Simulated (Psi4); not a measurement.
# BPH6 (B(PH3)H3) at CC2/6-311G (density fitting)

Aim: the energy change on altering one bond length of BPH6 (B(PH3)H3) at CC2/6-311G (density fitting), from 2 runs. 

Program for the calculation: Psi4 1.11.

2 further runs of the same task are left out: 2 set aside as unsound or not needed.

## (1) The system as given

The species is BPH6 (8 atoms), meant as a singlet with charge 0. SMILES: `[H]B([H])([H])<-P`. The shape is that of a GFN2-xTB optimisation.

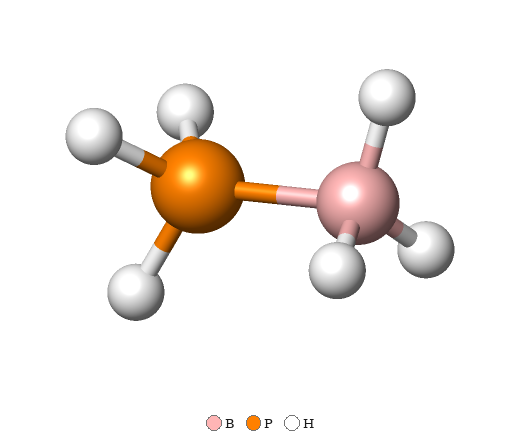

Viewed from a chosen angle; boron pink, phosphorus orange, hydrogen white.

## (2) A single-point energy at CC2/6-311G (density fitting)

bh6p.xyz reads:

```xyz
8
BH6P
B     -0.004140     0.009780    -1.104760
P      0.000940    -0.006010     0.801710
H      0.666740     0.979640     1.514180
H      0.533980    -1.081780     1.495680
H     -1.183970     0.064230     1.517500
H      1.146420    -0.047370    -1.409760
H     -0.529480     1.037440    -1.400820
H     -0.630480    -0.955930    -1.413720
```

job.py reads:

```python
import psi4

psi4.set_memory('1600 MB')
psi4.set_num_threads(1)
psi4.set_output_file('run.log', False)

with open('bh6p.xyz') as f:
    atoms = ''.join(f.readlines()[2:])
m = psi4.geometry('0 1\n' + atoms + 'symmetry c1')

psi4.set_options({
    'scf_type': 'df',
    'freeze_core': True,
})

energy_value = psi4.energy('cc2/6-311G')
print('E =', round(energy_value, 9))
```

Started as:

```
python job.py
```

run.log:

```text
[...]
  Running in c1 symmetry.
[...]
  Nuclear repulsion =   59.968741288132449
[...]
  Multiplicity = 1
[...]
  Nalpha       = 13
  Nbeta        = 13
[...]
    Number of basis functions: 52
[...]
   @DF-RHF iter   1:  -368.71679622440365   -2.13667e-01   6.75003e-03 ADIIS/DIIS
[...]
   @DF-RHF iter  10:  -368.80780831577204   -2.84217e-12   2.84063e-09 DIIS
[...]
    Orbital Energies [Eh]
    ---------------------
    Doubly Occupied:
       1A    -80.015078     2A     -7.566400     3A     -7.532169
       4A     -5.460288     5A     -5.460121     6A     -5.460119
       7A     -0.952737     8A     -0.707135     9A     -0.588183
      10A     -0.588109    11A     -0.453679    12A     -0.434389
      13A     -0.434216
[...]
  @DF-RHF Final Energy:  -368.80780831577204
   => Energetics <=
    Nuclear Repulsion Energy =             59.9687412881324491
    One-Electron Energy =                -626.2478486135892126
    Two-Electron Energy =                 197.4712990096847136
    Total Energy =                       -368.8078083157720357
[...]
 Multipole Moments:
 ------------------------------------------------------------------------------------
     Multipole            Electronic (a.u.)      Nuclear  (a.u.)        Total (a.u.)
 ------------------------------------------------------------------------------------
 L = 1.  Multiply by 2.5417464519 to convert [e a0] to [Debye]
 Dipole X            :         -0.0026778            0.0071256            0.0044478
 Dipole Y            :         -0.0139361           -0.0009053           -0.0148414
 Dipole Z            :          2.2919429           -0.4132754            1.8786675
 Magnitude           :                                                    1.8787313
[...]
      * MP2 total energy                      = -368.951771337487344
[...]
```

On the terminal:

```text
E = -368.953318696
```

Run time: 5.7 s. Hardware: 1 thread of Intel Xeon Platinum 8488C (Sapphire Rapids), shared host; peak memory 0.23 GiB.

## (3) The distorted shape at the same level

input.json reads:

```json
{
 "schema_name": "qcschema_input",
 "schema_version": 1,
 "molecule": {
  "schema_name": "qcschema_molecule",
  "schema_version": 2,
  "symbols": ["B", "P", "H", "H", "H", "H", "H", "H"],
  "geometry": [0.21605806, 0.00520997, -2.22293775, 0.22565787, -0.0246288, 1.37976841, 1.48383752, 1.83797975, 2.72614158, 1.23295748, -2.05753947, 2.69118165, -2.23737904, 0.12137711, 2.86765939, 2.39030135, -0.10278787, -2.79930422, -0.77669067, 1.94720592, -2.78241007, -0.967553, -1.81971744, -2.80678754],
  "molecular_charge": 0,
  "molecular_multiplicity": 1,
  "fix_symmetry": "c1"
 },
 "driver": "energy",
 "model": {
  "method": "cc2",
  "basis": "6-311G"
 },
 "keywords": {
  "reference": "rhf",
  "scf_type": "df",
  "freeze_core": true
 }
}
```

Started as:

```
psi4 --qcschema input.json -n 1 --memory 1600MB
```

stdout:

```text
[...]
  Running in c1 symmetry.
[...]
  Nuclear repulsion =   59.373804530924531
[...]
  Multiplicity = 1
[...]
  Nalpha       = 13
  Nbeta        = 13
[...]
    Number of basis functions: 52
[...]
   @DF-RHF iter   1:  -368.71166228135439   -2.78540e-01   6.73830e-03 ADIIS/DIIS
[...]
   @DF-RHF iter  10:  -368.80403394370302   -4.60432e-12   3.77948e-09 DIIS
[...]
    Orbital Energies [Eh]
    ---------------------
    Doubly Occupied:
       1A    -80.024093     2A     -7.572569     3A     -7.533660
       4A     -5.466717     5A     -5.466576     6A     -5.465675
       7A     -0.942360     8A     -0.705874     9A     -0.588973
      10A     -0.566267    11A     -0.453985    12A     -0.435137
      13A     -0.433734
[...]
  @DF-RHF Final Energy:  -368.80403394370302
   => Energetics <=
    Nuclear Repulsion Energy =             59.3738045309245308
    One-Electron Energy =                -625.0444334280214207
    Two-Electron Energy =                 196.8665949533938715
    Total Energy =                       -368.8040339437030184
[...]
 Multipole Moments:
 ------------------------------------------------------------------------------------
     Multipole            Electronic (a.u.)      Nuclear  (a.u.)        Total (a.u.)
 ------------------------------------------------------------------------------------
 L = 1.  Multiply by 2.5417464519 to convert [e a0] to [Debye]
 Dipole X            :          0.1406817           -0.0946142            0.0460676
 Dipole Y            :         -0.0223348            0.0051257           -0.0172091
 Dipole Z            :          2.2013875           -0.3518157            1.8495718
 Magnitude           :                                                    1.8502254
[...]
      * MP2 total energy                      = -368.949671246459559
[...]
```

The result, in JSON:

```text
{
 "driver": "energy",
 "model": {
  "method": "cc2",
  "basis": "6-311G"
 },
 "success": true,
 "return_result": -368.95128501159564,
 "properties": {
  "calcinfo_nbasis": 52,
  "calcinfo_nmo": 52,
  "calcinfo_nalpha": 13,
  "calcinfo_nbeta": 13,
  "calcinfo_natom": 8,
  "nuclear_repulsion_energy": 59.37380453092453,
  "return_energy": -368.95128501159564,
  "scf_one_electron_energy": -625.0444334280214,
  "scf_two_electron_energy": 196.86659495339387,
  "scf_dipole_moment": [0.04606755307911453, -0.017209089543311795, 1.849571758382826],
  "scf_total_energy": -368.804033943703,
  "scf_iterations": 10,
  "mp2_same_spin_correlation_energy": -0.02156325559578752,
  "mp2_opposite_spin_correlation_energy": -0.12405639446025248,
  "mp2_singles_energy": -2.3740752786893713e-27,
  "mp2_doubles_energy": -0.14561965005604,
  "mp2_correlation_energy": -0.14561965005604,
  "mp2_total_energy": -368.94967124645956
 }
}
```

It took 5.7 s on 1 thread of Intel Xeon Platinum 8488C (Sapphire Rapids), shared host; peak memory 0.23 GiB.

## (4) Results

Level: CC2/6-311G (density fitting), 6 core orbitals frozen.

```
                                                         quantity          value
                   first shape: ground-state or mean-field energy  -368.95332 Eh
                 first shape: HOMO energy (Hartree–Fock orbitals)      -11.82 eV
                 first shape: LUMO energy (Hartree–Fock orbitals)        3.26 eV
               first shape: HOMO–LUMO gap (Hartree–Fock orbitals)       15.08 eV
         first shape: correlation energy (6 core orbitals frozen)     -145.5 mEh
                                       first shape: T1 diagnostic          0.008
               distorted shape: ground-state or mean-field energy  -368.95129 Eh
             distorted shape: HOMO energy (Hartree–Fock orbitals)      -11.80 eV
             distorted shape: LUMO energy (Hartree–Fock orbitals)        2.95 eV
           distorted shape: HOMO–LUMO gap (Hartree–Fock orbitals)       14.75 eV
     distorted shape: correlation energy (6 core orbitals frozen)     -147.2 mEh
                                   distorted shape: T1 diagnostic          0.008
energy change with the P2–H5 bond stretched from 1.386 to 1.525 Å       0.055 eV
```

**Reading.** With the P2–H5 bond stretched from 1.386 to 1.525 Å the energy rises by 0.06 eV (1.3 kcal/mol). The first shape isn't relaxed at this level, so the change isn't measured from a minimum.
